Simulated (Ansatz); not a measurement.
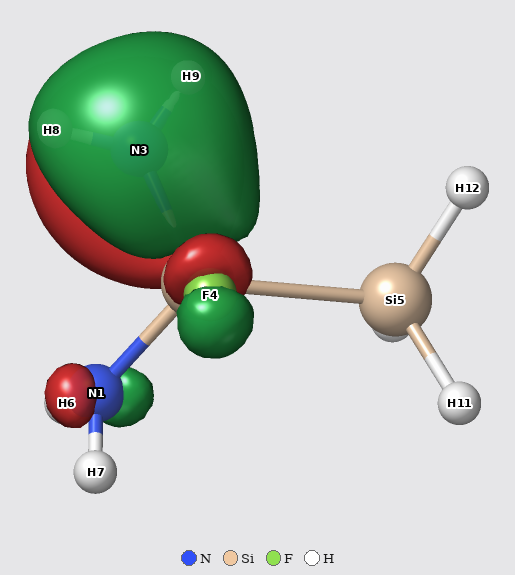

Figure 1: FH7N2Si2 (SMILES N[Si](N)(F)[SiH3]). The HOMO−1 at ±0.1 Å⁻³ᐟ² (green and red are the two phases), seen at a tilt.

Geometry: PBE0-D4/def2-TZVP.

The calculation used Ansatz 0.2.0, RKS PBE0-D4/def2-TZVPP.

Input

```
crystal:
  periodic: [false, false, false]
  atoms:
    - {symbol: N, position_ang: [-1.751764, 0.730632, 0.109001]}
    - {symbol: Si, position_ang: [-0.444445, -0.364611, 0.130263]}
    - {symbol: N, position_ang: [0.094041, -0.453628, 1.737102]}
    - {symbol: F, position_ang: [-1.083569, -1.714934, -0.466855]}
    - {symbol: Si, position_ang: [1.413361, 0.098300, -1.223695]}
    - {symbol: H, position_ang: [-1.654825, 1.655753, 0.492737]}
    - {symbol: H, position_ang: [-2.430915, 0.699089, -0.633206]}
    - {symbol: H, position_ang: [-0.558661, -0.515214, 2.502753]}
    - {symbol: H, position_ang: [0.997644, -0.826363, 1.975377]}
    - {symbol: H, position_ang: [1.885976, 1.491227, -0.988103]}
    - {symbol: H, position_ang: [1.059263, -0.033086, -2.663447]}
    - {symbol: H, position_ang: [2.550693, -0.822368, -0.937927]}
basis:
  gaussian: {orbitals: def2-TZVPP}
hamiltonian: {xc: pbe0, dispersion: d4}
output: {orbitals: {seedname: orbitals}}
```

Command:

```sh
ansatz run in.yaml --threads 4 --pin off --events-out ev --progress --plain --max-ram 10444MiB
```

Describe this orbital and give its energy.

By Hirshfeld shares it lies mainly on N3 (about 70 %); largely a lone pair of N3. Its energy is −8.00 eV.
